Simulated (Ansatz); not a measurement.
# SiO2 (silicon dioxide molecule): B2PLYP/STO-3G

What is the vertical ionisation energy of SiO2 (silicon dioxide molecule) at B2PLYP/STO-3G? 

Program for the calculation: Ansatz 0.2.0.

37 further runs of the same task are left out: 8 that didn't finish, 29 set aside as unsound or not needed.

### 1 Starting point

SiO2: 3 atoms, total charge 0, spin state singlet. As SMILES, `O=[Si]=O`. The shape is that of a GFN2-xTB optimisation.

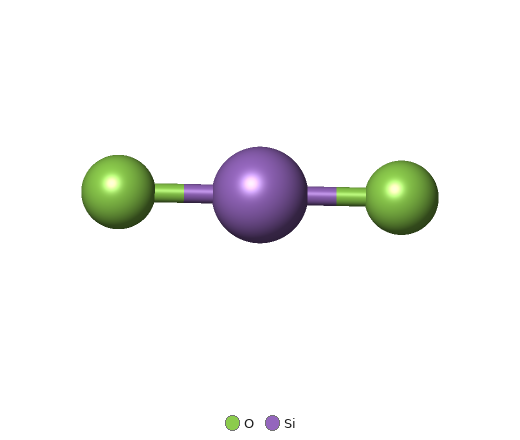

The structure, seen from a chosen angle (oxygen green, silicon purple).

### 2 The energy at B2PLYP/STO-3G

Contents of job.yaml:

```yaml
crystal:
  periodic: [false, false, false]
  atoms:
    - symbol: O
      position_ang: [0.691230, 1.217290, 0.513740]
    - symbol: Si
      position_ang: [-0.000730, 0.000440, -0.000160]
    - symbol: O
      position_ang: [-0.690510, -1.217740, -0.513580]
basis:
  gaussian: {orbitals: STO-3G}
hamiltonian: {xc: {name: B2PLYP}}
correlation: {frozen_orbitals: {O: 1, Si: 5}}
accuracy: high
```

Started as:

```console
ansatz run job.yaml --threads 1 --pin off --max-ram 2610MiB --events-out events.jsonl --progress --plain --runs-dir runs
```

Output:

```text
Warning: RAYON_NUM_THREADS=1 ignored (pool sized by the plan → 1); use --threads N
Functional definition: B2PLYP
  name "B2PLYP"
  parameter a = 0.53
  parameter c = 0.27
  exchange = (1 - a)*b88_x + a*exact_x
  correlation = (1 - c)*lyp_c + c*(mp2_os + mp2_ss)
324 factors; integrals over basis functions are off by at most 2.5e-8 eV
mean field evaluation 1: about -11802.1186 eV, gradient 4.3e1 eV
mean field evaluation 2: about -11802.1290 eV, gradient 4.4e1 eV
mean field evaluation 4: about -11809.4749 eV, gradient 5.4e-1 eV
mean field evaluation 8: about -11809.4745 eV, gradient 1.8e-2 eV
mean field evaluation 16: about -11809.4745 eV, gradient 4.4e-7 eV
mean field -11809.47452355 eV, -433.9901839911 hartree, gradient 2.4e-8 eV, S^2 0.000000; 0 other end points of the search recorded, 0 dependent functions left out
7 core orbitals not correlated: weight in the atoms' cores, before any rotation towards them, 0.999 or more for the frozen orbitals, at most 0.000 for the correlated occupied ones
reference -11809.47453603 eV, -433.9901844498 hartree; 8, 8 occupied and 4, 4 virtual orbitals, 324 factors
second order -9.06104799 eV of doubles, -0.00000000 eV of singles
Total energy: -11811.92101899 eV, -434.0800910402 hartree
```

Wall time 1.2 s (1 thread of AMD EPYC 7R43 (Zen 3), shared host); peak memory 0.11 GiB.

### 3 The doublet cation, same level

Contents of input.yaml:

```yaml
crystal:
  periodic: [false, false, false]
  atoms:
    - {symbol: O, position_ang: [0.691230, 1.217290, 0.513740]}
    - {symbol: Si, position_ang: [-0.000730, 0.000440, -0.000160]}
    - {symbol: O, position_ang: [-0.690510, -1.217740, -0.513580]}
basis:
  gaussian:
    orbitals: STO-3G
hamiltonian:
  xc: {name: B2PLYP}
accuracy: high
correlation:
  frozen_orbitals: {O: 1, Si: 5}
magnetization:
  spin_polarized: true
  initial_magnetization: 1
total_charge: 1
```

Started as:

```console
ansatz run input.yaml --threads 1 --pin off --max-ram 2610MiB --events-out events.jsonl --progress --plain --runs-dir runs
```

Output:

```text
Warning: RAYON_NUM_THREADS=1 ignored (pool sized by the plan → 1); use --threads N
[... 6 set-up lines as earlier in the session ...]
324 factors; integrals over basis functions are off by at most 2.5e-8 eV
mean field evaluation 1: about -11794.1668 eV, gradient 3.0e1 eV
mean field evaluation 2: about -11794.1733 eV, gradient 3.0e1 eV
mean field evaluation 4: about -11802.5152 eV, gradient 2.2e0 eV
mean field evaluation 8: about -11802.6422 eV, gradient 5.9e-2 eV
mean field evaluation 16: about -11802.6402 eV, gradient 2.4e-5 eV
mean field evaluation 32: about -11802.6391 eV, gradient 2.5e-1 eV
mean field evaluation 64: about -11802.6402 eV, gradient 2.4e-6 eV
mean field -11802.64022113 eV, -433.7390280096 hartree, gradient 2.0e-11 eV, S^2 0.940453; 2 other end points of the search recorded, 0 dependent functions left out
7 core orbitals not correlated: weight in the atoms' cores, before any rotation towards them, 1.000 or more for the frozen orbitals, at most 0.000 for the correlated occupied ones
reference -11802.64023380 eV, -433.7390284752 hartree; 8, 7 occupied and 4, 5 virtual orbitals, 324 factors
second order -6.34054948 eV of doubles, -0.00000000 eV of singles
Total energy: -11804.35218216 eV, -433.8019414170 hartree
```

It took 25 s on 1 thread of AMD EPYC 7R43 (Zen 3), shared host; peak memory 0.14 GiB.

### 4 Results

Level: B2PLYP/STO-3G, 7 core orbitals frozen.

```
                                          quantity          value
                        singlet SiO2: total energy  -434.08009 Eh
                      doublet cation: total energy  -433.80194 Eh
                              doublet cation: ⟨S²⟩          0.940
vertical ionisation energy (to the doublet cation)       7.569 eV
```

**Reading.** Removing an electron at fixed nuclei costs 7.57 eV (175 kcal/mol). In a minimal basis such a difference can be off by several eV, whatever the method. ⟨S²⟩ (doublet cation) is 0.94 where a pure doublet has 0.75: the reference is spin-contaminated.
